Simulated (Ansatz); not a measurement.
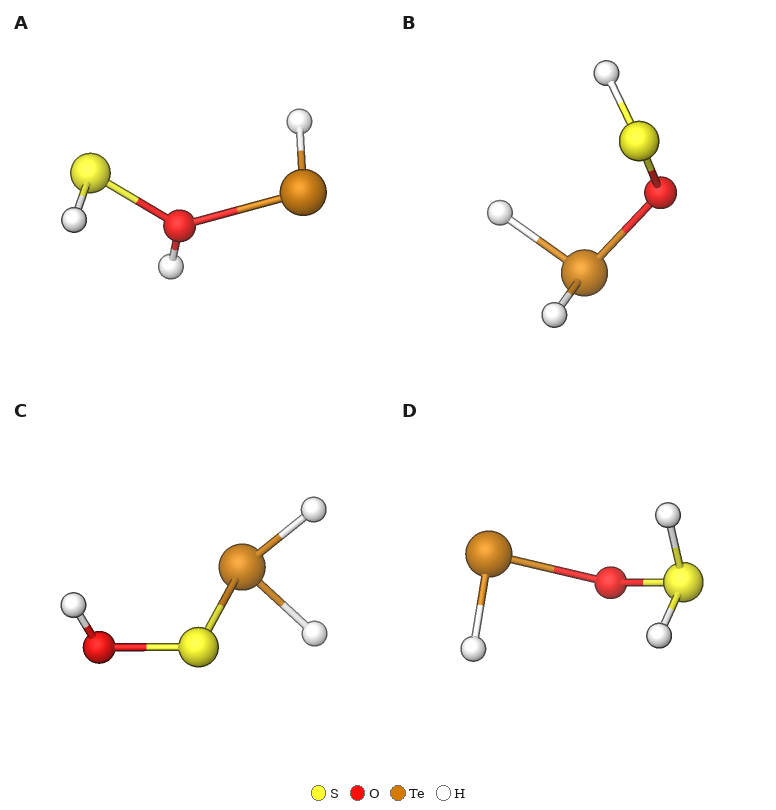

4 stationary structures of one formula. Charge +1, singlet. Geometries: PBE0-D4/def2-TZVP. Electronic energies: RHF-CCSD(T) (frozen core)/def2-TZVPP (Ansatz 0.2.0), without zero-point energy. No frequency run is at hand to confirm each as a minimum.

Rank them by energy, lowest first.

C is lowest (C1); D lies 13.0 kcal/mol above it (C1), A lies 14.5 kcal/mol above it (C1), B lies 21.0 kcal/mol above it (C1).
